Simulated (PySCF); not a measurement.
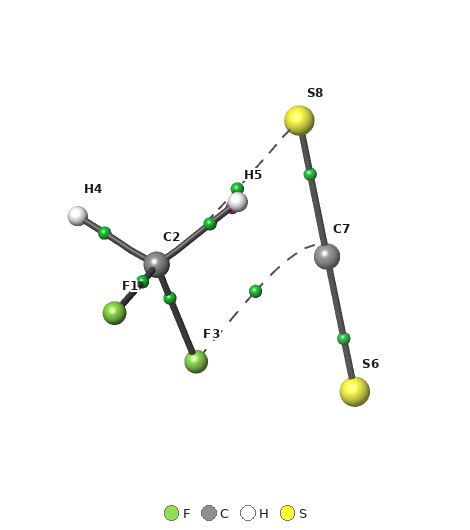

Figure 1: C2H2F2S2, SMILES `FCF.S=C=S`. Molecular graph of the electron density (QTAIM): bond paths, bond critical points (green), ring points (magenta, if any); weak paths are dashed.

Method: PBE/6-311+G**; geometry: GFN2-xTB; program: PySCF. The pair's geometry is semi-empirical, so its contact may be too short or too long. GFN2-xTB bond lengths at metals and heavier atoms can be off by up to 0.1 Å and shapes distorted, which carries into these values.

Coordinates in Å:

```
F1      -3.4997   -0.2954    0.0687
C2      -2.2532    0.1908   -0.0498
F3      -1.3970   -0.8473   -0.0413
H4      -2.1643    0.7141   -1.0117
H5      -2.0374    0.8342    0.8141
S6       2.2015   -1.2387    0.0083
C7       1.6237    0.1962    0.0068
S8       1.0515    1.6396    0.0048
```

> How many critical points of each kind are there, and does the count close?

8 nuclei, 8 bond, 1 ring and 0 cage critical points: 8 − 8 + 1 − 0 = 1, as the Poincaré–Hopf relation requires.

> What does the calculation give at each kind of bond critical point?

```
 bond  length (Å)  ρ (a.u.)  ∇²ρ (a.u.)     ε  H (a.u.)
C2–H5       1.099     0.287       −1.00  0.02    −0.280
C2–H4       1.099     0.287       −1.00  0.02    −0.280
F1–C2       1.343     0.266       −0.04  0.23    −0.359
C2–F3       1.346     0.264       −0.05  0.23    −0.356
S6–C7       1.547     0.249       +0.36  0.00    −0.302
C7–S8       1.553     0.247       +0.33  0.00    −0.299
F3–C7       3.196     0.005       +0.02  2.93    +0.001
C2–S8       3.609     0.004       +0.02  1.82    +0.001
```

> What kind of interaction is C2–H4?

Shared-shell (covalent): ρ = 0.287, ∇²ρ = −1.00, H = −0.280 a.u.

> Are there bond paths between atoms that aren't covalently bonded?

Yes: F3–C7 (3.20 Å, ρ = 0.005); C2–S8 (3.61 Å, ρ = 0.004).
